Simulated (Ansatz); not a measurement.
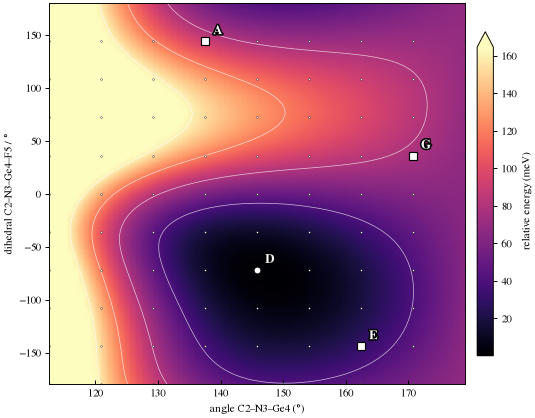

CHFGeNO, SMILES O=C=[N][GeH][F], spin multiplicity 2. 
- First axis: angle C2–N3–Ge4. Second axis: dihedral C2–N3–Ge4–F5.
- Nothing is relaxed (all other coordinates rigid).
- Grid: 9 × 10 points.
- Energies are in meV, from the relaxed molecule at the same level.
- Method: UKS r2SCAN-D4/def2-SVP (Ansatz 0.2.0).

Drawn: a smooth colour map with a few white contour lines, dots at the grid points, one colour for all values above the top of the scale, lettered points. Between grid points the surface is interpolated.

Is G the lowest point of the computed grid?

Answer. No. G lies 76 meV above the lowest grid point, which is at angle C2–N3–Ge4 = 145.8°, dihedral C2–N3–Ge4–F5 = −72°.

What kind of point is each of A, D, E: minimum, saddle, maximum or slope?

Answer. A: on a slope; D: minimum; E: on a slope. (In these two coordinates alone; a stationary point may lie a little off the grid point.)
